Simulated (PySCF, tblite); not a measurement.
# C₆H₆O₂: magnetic properties

Aim: compute the magnetic properties of C₆H₆O₂ (`C#CC(=O)O/C=C/C`).

Computed with tblite 0.8.0 and PySCF 2.14.0 and routines of our own; the level stands in each step. Atoms count from 0.

## Step 1: The starting structure

14 atoms, charge 0, multiplicity 1; geometry from: force field or distance geometry start.

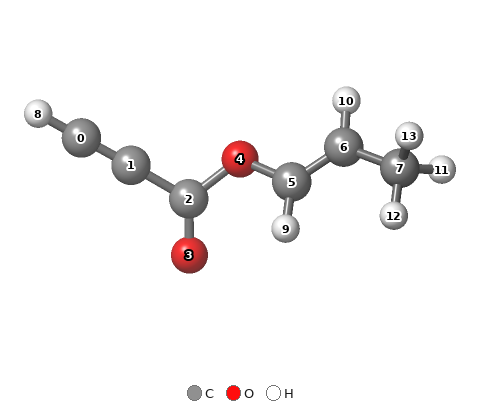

The starting geometry (carbon grey, oxygen red, hydrogen white).

## Step 2: Optimising the geometry with GFN2-xTB, one coordinate held

The job: settings as JSON, then the geometry in Å.

```
{"job": {"kind": "relax", "xc": "GFN2-xTB", "basis": "xTB"}, "charge": 0, "multiplicity": 1}
C      4.096000     0.326700     0.937500
C      3.030200    -0.138600     0.591700
C      1.780900    -0.717900     0.199700
O      1.666000    -1.907600    -0.018400
O      0.796200     0.239100     0.100300
C     -0.015600     0.175900    -1.047600
C     -0.992900     1.063300    -1.251300
C     -1.884600     1.051200    -2.436000
H      5.027400     0.740700     1.238100
H      0.217700    -0.630400    -1.726100
H     -1.169400     1.840700    -0.514400
H     -2.935200     0.927300    -2.121100
H     -1.655800     0.231500    -3.118800
H     -1.796200     1.990100    -2.988300
```

On the command line:

```
> OMP_NUM_THREADS=1 python excited_run.py task.json out
```

One launch serves the whole session: the jobs run in the order shown.

What it wrote:

```text
step      E/eV     max force
  0    -651.11046    1.653
  1    -651.12031    3.263
  2    -651.16958    1.134
  3    -651.17732    1.063
  4    -651.18809    0.587
  5    -651.19108    0.606
  6    -651.19492    0.633
  7    -651.19736    0.628
  8    -651.19912    0.605
  9    -651.20035    0.593
 10    -651.20129    0.603
 11    -651.20203    0.621
 12    -651.20242    0.634
 13    -651.20267    0.639
 14    -651.20294    0.634
 15    -651.20321    0.618
 16    -651.20345    0.601
 17    -651.20364    0.589
 18    -651.20382    0.586
 19    -651.20400    0.592
 20    -651.20418    0.600
 21    -651.20435    0.606
 22    -651.20454    0.608
 23    -651.20475    0.601
 24    -651.20493    0.589
 25    -651.20508    0.578
 26    -651.20521    0.574
 27    -651.20533    0.575
 28    -651.20544    0.581
 29    -651.20552    0.589
 30    -651.20560    0.593
 31    -651.20571    0.592
 32    -651.20584    0.584
 33    -651.20599    0.570
 34    -651.20610    0.556
 35    -651.20620    0.548
 36    -651.20630    0.544
 37    -651.20639    0.546
 38    -651.20647    0.550
 39    -651.20651    0.553
 40    -651.20652    0.554
 41    -651.20653    0.552
 42    -651.20655    0.550
```

It took 0.53 s on 1 thread of Arm Neoverse N1, shared host; peak memory 0.18 GiB.

One coordinate is held by a constraint (a dihedral, as typed in the start), so the force along it need not vanish.

Relaxation path: (not every step is listed)

```csv
step,energy from step 0 (eV),largest force (eV/Å)
0,0.0000,1.6528
1,-0.0099,3.2629
2,-0.0591,1.1338
3,-0.0669,1.0630
4,-0.0776,0.5871
5,-0.0806,0.6061
6,-0.0845,0.6326
7,-0.0869,0.6281
8,-0.0887,0.6045
10,-0.0908,0.6027
12,-0.0920,0.6343
14,-0.0925,0.6336
16,-0.0930,0.6009
18,-0.0934,0.5861
20,-0.0937,0.5999
22,-0.0941,0.6078
24,-0.0945,0.5888
26,-0.0947,0.5738
28,-0.0950,0.5815
30,-0.0951,0.5925
32,-0.0954,0.5838
34,-0.0956,0.5555
36,-0.0958,0.5444
37,-0.0959,0.5460
38,-0.0960,0.5497
39,-0.0960,0.5532
40,-0.0961,0.5537
41,-0.0961,0.5517
42,-0.0961,0.5501
```

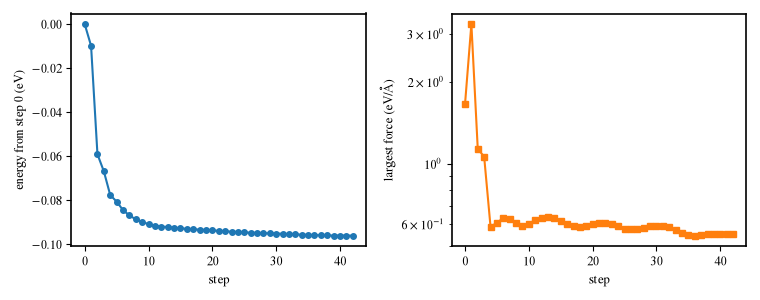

Energy and force, step by step.

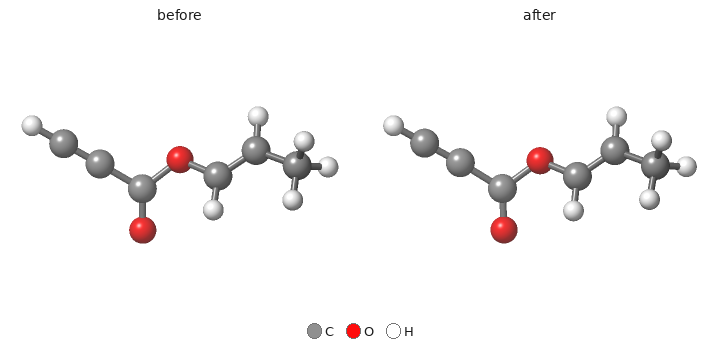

The geometry before (left) and after (right).

Close pairs (by a distance rule), those that changed most:

```csv
bond,before (Å),after (Å),change (Å)
O4–C5,1.407,1.378,-0.030
C2–O4,1.377,1.354,-0.023
C7–H11,1.104,1.089,-0.015
C5–C6,1.336,1.322,-0.013
C2–O3,1.215,1.202,-0.013
C0–C1,1.213,1.200,-0.013
C0–H8,1.063,1.051,-0.012
C1–C2,1.432,1.441,+0.010
```

The end geometry stands in the next job.

## Step 3: Magnetic properties: GIAO B3LYP/pcSseg-1

The job: settings as JSON, then the geometry in Å.

```
{"job": {"kind": "mag", "xc": "B3LYP", "basis": "pcSseg-1", "isotopologues": 0}, "charge": 0, "multiplicity": 1}
C      4.063770     0.352738     0.906603
C      2.992760    -0.117162     0.637577
C      1.752106    -0.722674     0.223242
O      1.638123    -1.876607    -0.092561
O      0.771415     0.203036     0.104666
C     -0.032261     0.149090    -1.012979
C     -0.983969     1.043561    -1.220427
C     -1.846046     1.052003    -2.434900
H      4.998933     0.774436     1.134735
H      0.176505    -0.672437    -1.687729
H     -1.152528     1.820894    -0.489739
H     -2.892603     0.945153    -2.152624
H     -1.578891     0.240986    -3.106541
H     -1.743104     1.998441    -2.963939
```

Method: GIAO B3LYP/pcSseg-1 magnetisability, rotational g tensor and spin-rotation constants, non-relativistic, gas phase.

What it wrote:

```text
coarse grid: 12408 points
cycle   1  E = -382.2876434099  dE =  1.380e+00  |g| = 1.005e+00  |ddm| = 3.580e+00
cycle   2  E = -381.7448248302  dE =  5.428e-01  |g| = 1.954e+00  |ddm| = 2.659e+00
cycle   3  E = -382.4481393177  dE = -7.033e-01  |g| = 4.074e-01  |ddm| = 2.024e+00
cycle   4  E = -382.4795330225  dE = -3.139e-02  |g| = 1.156e-01  |ddm| = 3.845e-01
cycle   5  E = -382.4815014860  dE = -1.968e-03  |g| = 3.766e-02  |ddm| = 9.392e-02
cycle   6  E = -382.4817964300  dE = -2.949e-04  |g| = 9.790e-03  |ddm| = 3.743e-02
cycle   7  E = -382.4818148687  dE = -1.844e-05  |g| = 3.915e-03  |ddm| = 1.049e-02
cycle   8  E = -382.4818182547  dE = -3.386e-06  |g| = 1.219e-03  |ddm| = 3.813e-03
final grid: 121896 points
cycle   9  E = -382.5680875161  dE = -3.201e-05  |g| = 6.972e-03  |ddm| = 2.713e-02
cycle  10  E = -382.5680719400  dE =  1.558e-05  |g| = 1.134e-02  |ddm| = 1.397e-02
cycle  11  E = -382.5680968683  dE = -2.493e-05  |g| = 2.561e-03  |ddm| = 9.588e-03
cycle  12  E = -382.5680980948  dE = -1.226e-06  |g| = 4.395e-04  |ddm| = 1.882e-03
cycle  13  E = -382.5680981273  dE = -3.257e-08  |g| = 1.607e-04  |ddm| = 4.479e-04
cycle  14  E = -382.5680981322  dE = -4.813e-09  |g| = 5.770e-05  |ddm| = 1.411e-04
cycle  15  E = -382.5680981328  dE = -6.526e-10  |g| = 2.539e-05  |ddm| = 5.522e-05
converged SCF energy = -382.5680981328

Magnetisability tensor (1e-30 J/T^2)
    -1086.54      -77.61        5.44
      -77.61     -938.27       85.16
        5.44       85.16    -1090.62
isotropic -1038.48   principal values   -1155.37  -1082.96   -877.11
isotropic susceptibility -62.539 1e-6 cm^3/mol

Inertial axes            a          b          c
rot. const./GHz      5.6663     0.9450     0.8462
chi total           -63.986    -58.131    -65.499
chi diamagnetic    -298.339  -1361.838  -1503.318
chi paramagnetic    234.352   1303.707   1437.819
quadrupole/D A       12.411     -8.113     -4.298
g nuclear            0.5677     0.5722     0.5677
g electronic        -0.6239    -0.5788    -0.5716
g total             -0.0562    -0.0066    -0.0039

Spin-rotation constants (kHz, H = +C I.J)
atom  isotope        aa         bb         cc
  8     1H       -0.172     -0.068     -0.092
  9     1H       -0.496      0.001     -0.017
 10     1H       -0.590     -0.007     -0.012
 11     1H       -0.235     -0.094     -0.041
 12     1H       -0.595     -0.041     -0.041
 13     1H       -0.501     -0.019     -0.069
  0    13C*       1.125      0.215      0.258
  1    13C*       0.795      0.219      0.296
  2    13C*       2.977      0.266      0.236
  3    17O*      -3.252     -0.616     -0.125
  4    17O*      -1.555     -0.312     -0.171
  5    13C*       2.028      0.316      0.297
  6    13C*       1.993      0.241      0.242
  7    13C*       0.829      0.139      0.121
* in the singly substituted isotopologue
```

Wall time 39 s (1 thread of Arm Neoverse N1, shared host); peak memory 0.74 GiB.

In short:

```csv
quantity,value
magnetisability,-1038·10⁻³⁰ J/T²
molar susceptibility,-62.5·10⁻⁶ cm³/mol
"rotational g (a, b, c)","-0.0562, -0.0066, -0.0039"
```

## Step 4: What came out

```
                                            quantity                      value
       magnetisability (step 3, GIAO B3LYP/pcSseg-1)           -1038·10⁻³⁰ J/T²
  molar susceptibility (step 3, GIAO B3LYP/pcSseg-1)         -62.5·10⁻⁶ cm³/mol
rotational g (a, b, c) (step 3, GIAO B3LYP/pcSseg-1)  -0.0562, -0.0066, -0.0039
```

What this shows: The values above hold for this geometry and these levels alone. Vibrational averaging and real surroundings are missing from these values.
